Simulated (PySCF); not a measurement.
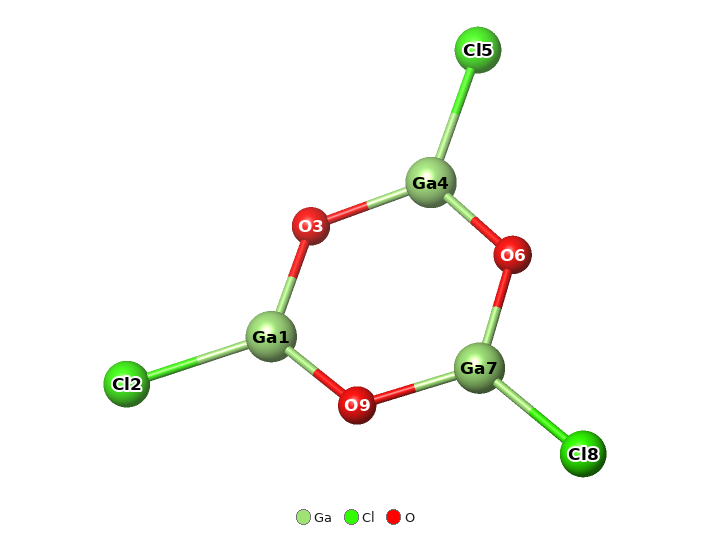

Numbered structure. The computed structure is the end point of a PBE0-D3(BJ)/def2-SVP optimisation. No frequency run is at hand to confirm it as a minimum.

Which atoms are bonded, and how long are the bonds?

```
   bond  length (Å)
Ga1–Cl2       2.115
 Ga1–O3       1.780
 Ga1–O9       1.779
 O3–Ga4       1.779
Ga4–Cl5       2.114
 Ga4–O6       1.778
 O6–Ga7       1.777
Ga7–Cl8       2.114
 Ga7–O9       1.779
```
